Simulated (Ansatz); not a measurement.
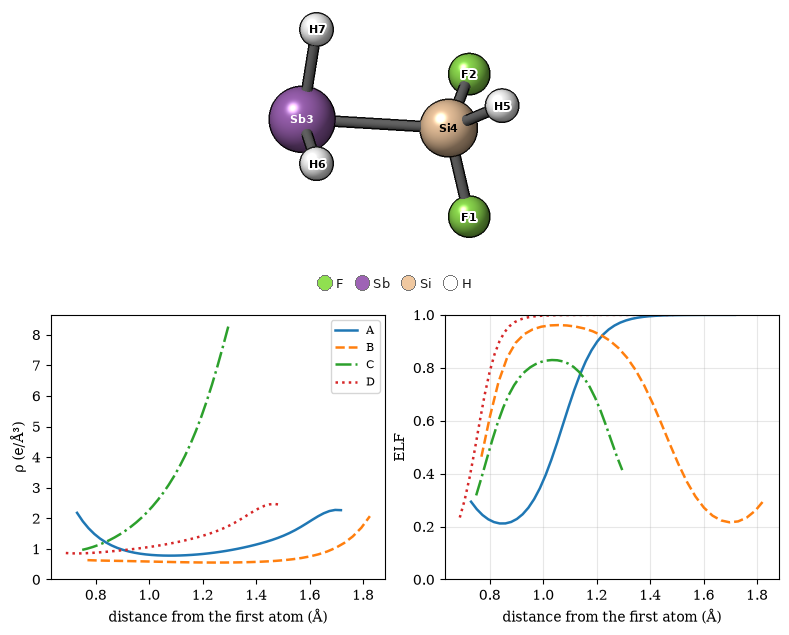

The picture shows: F$_{2}$H$_{3}$SbSi (SMILES F[SiH](F)[SbH2]). Electron density and ELF along straight lines between neighbouring atoms. The curves leave out the atomic cores. The structure is drawn too.

Geometry: PBE0-D4/def2-SVP; core potentials replace the inner electrons of Sb.

Computed with isolated molecule in a Gaussian basis; Kohn-Sham density functional theory, functional PBE0 (Ansatz).

The calculation's input:

```
crystal:
  periodic: [false, false, false]
  atoms:
    - {symbol: F, position_ang: [1.482583, -1.129650, -0.398591]}
    - {symbol: F, position_ang: [-0.135454, -0.340973, 1.477101]}
    - {symbol: Sb, position_ang: [-1.634970, -2.538595, -0.693800]}
    - {symbol: Si, position_ang: [0.355632, -1.640830, 0.645743]}
    - {symbol: H, position_ang: [1.021694, -2.559513, 1.606397]}
    - {symbol: H, position_ang: [-0.734565, -3.965592, -1.011154]}
    - {symbol: H, position_ang: [-2.258470, -3.219457, 0.753741]}
basis:
  gaussian: {orbitals: def2-TZVPD}
magnetization: {spin_polarized: false, initial_magnetization: 0}
hamiltonian: {xc: pbe0}
output: {forces: true, orbitals: {seedname: orbitals}}
```

Command:

```sh
ansatz run input.yaml --threads 2 --pin off --max-ram 5220MiB --events-out events.jsonl --progress --plain --runs-dir runs
```

Q: Which curve belongs to which contact (Sb–H, Si–F, Si–H and Si–Sb)? The first atom named is at distance zero.

A: Curve A: Sb–H (1.72 Å): the density is about 1.1 e/Å³ at the midpoint; the ELF climbs to about 1 towards the hydrogen. Curve B: Si–Sb (2.56 Å): the density is about 0.55 e/Å³ at the midpoint; the ELF peaks at about 0.95 between the atoms (a covalent bond). Curve C: Si–F (1.62 Å): ρ is about 1.1 e/Å³ halfway; the ELF peaks at about 0.85 in the valence shell of F, 0.6 Å from its nucleus, and is about 0.55 at the midpoint. Curve D: Si–H (1.49 Å): ρ is about 0.85 e/Å³ halfway; the ELF climbs to about 1 towards the hydrogen.
